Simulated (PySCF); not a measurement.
Te(GeH3)2, H6Ge2Te, SMILES [GeH3][Te][GeH3] at its B3LYP/def2-SVP optimised geometry (Å):

```
9

Te    -1.2328     1.5984     0.0000
Ge    -0.2641     2.1766    -2.3357
H     -0.7361     3.6097    -2.6503
H      1.2779     2.1213    -2.3183
H     -0.7986     1.1998    -3.4040
Ge    -0.3103    -0.8256     0.0000
H     -0.8346    -1.4847     1.2907
H     -0.8225    -1.5984    -1.2334
H      1.2328    -0.8256     0.0000
```

Level of theory: B3LYP/def2-TZVP, def2 effective core potentials past Kr run with PySCF 2.14.0. The core electrons that the potentials of Te replace are not part of the density. Cells within 0.4 Å of a nucleus heavier than hydrogen are left out (blank, or x).

Map of the Laplacian of the electron density (e/bohr⁵), clipped to [-1.50, 1.50] on the plane z = 0.0 Å:

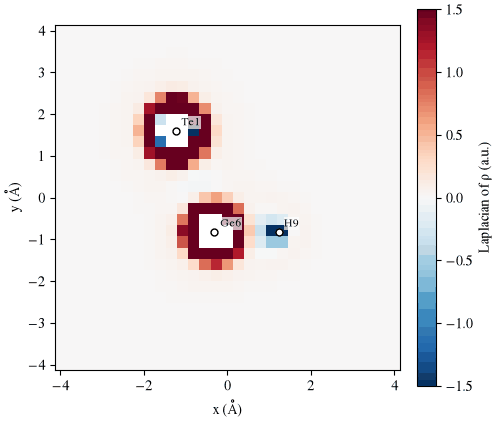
Laplacian of the electron density (e/bohr⁵), clipped to [-1.50, 1.50] on the plane z = 0.0 Å.
